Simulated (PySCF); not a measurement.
B(OAc)2(OMe), SMILES COB(OC(C)=O)OC(C)=O at its GFN2-xTB optimised geometry (Å):

```
20

B     -1.1917     0.7595     0.0000
O     -1.8287    -0.4608    -0.1632
C     -1.2859    -1.6817     0.0364
C     -2.2279    -2.7607    -0.4219
O     -0.2109    -1.8703     0.5286
H     -1.8010    -3.7364    -0.2118
H     -2.4051    -2.6510    -1.4890
H     -3.1799    -2.6458     0.0897
O      0.1965     0.7595     0.0000
C      1.0740     1.4724     0.7186
C      2.4866     1.1400     0.3345
O      0.7527     2.2495     1.5764
H      3.1799     1.7278     0.9278
H      2.6343     1.3341    -0.7249
H      2.6470     0.0780     0.5074
O     -2.0166     1.8022     0.0000
C     -1.6615     3.1739     0.0364
H     -1.0691     3.3972     0.9257
H     -1.0856     3.4416    -0.8526
H     -2.5944     3.7364     0.0531
```

Method: PySCF with PBE0/def2-SVP. Cells within 0.4 Å of a nucleus heavier than hydrogen are left out (blank, or x).

Map of the LUMO amplitude (bohr^(-3/2)) on the plane z = 1.0 Å; orbital energy -0.20 eV, overall sign arbitrary:

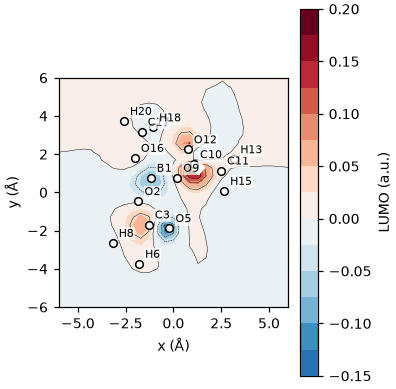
Fig. 1. LUMO amplitude (bohr^(-3/2)) on the plane z = 1.0 Å.
